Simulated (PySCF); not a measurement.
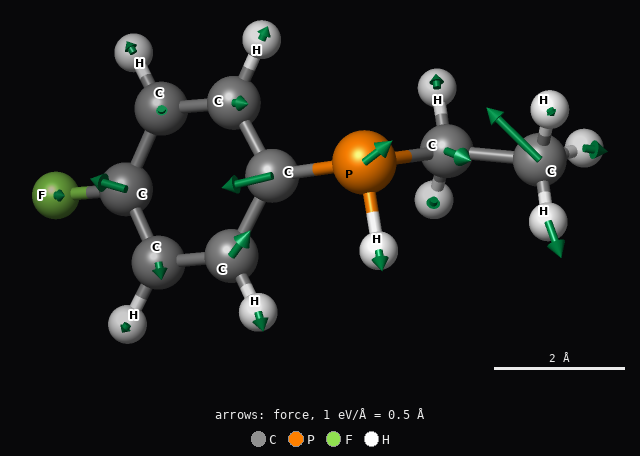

Starting geometry of C$_{8}$H$_{10}$FP with the computed forces as green arrows. Style: ball-and-stick. Shown at a tilt.

The start comes from GFN2-xTB. Its atoms were then displaced at random by about 0.01 Å.

All numbers below come from PBE0-D3(BJ)/def2-SVP geometry optimisation, gas phase (PySCF 2.14.0, density-fitted response routines). 

Is this structure relaxed? If not, where do the atoms go?

It isn't relaxed: the largest force vector, on a C atom, is 2.33 eV/Å. The final displacements have little in common with the starting forces (cosine between the two patterns 0.04). An H atom moves most after the best rigid fit: 0.44 Å. By element the largest moves are H 0.44 Å, C 0.25 Å, P 0.24 Å, F 0.08 Å. Near-neighbour distances that change, for instance: C–P 1.778 → 1.838 Å, C–H 1.066 → 1.102 Å, H–P 1.399 → 1.430 Å, C–C 1.549 → 1.521 Å. Bond angles that change, for instance: H–C–H 112.9° → 107.4°, C–C–H 107.8° → 111.1°, C–C–H 108.7° → 111.5°. Groups turn about C–P by about 25°. Over 11 geometry steps the energy falls by 0.194 eV. The run took 2.6 min on 1 thread of Intel(R) Xeon(R) 6975P-C, with other jobs on the host.
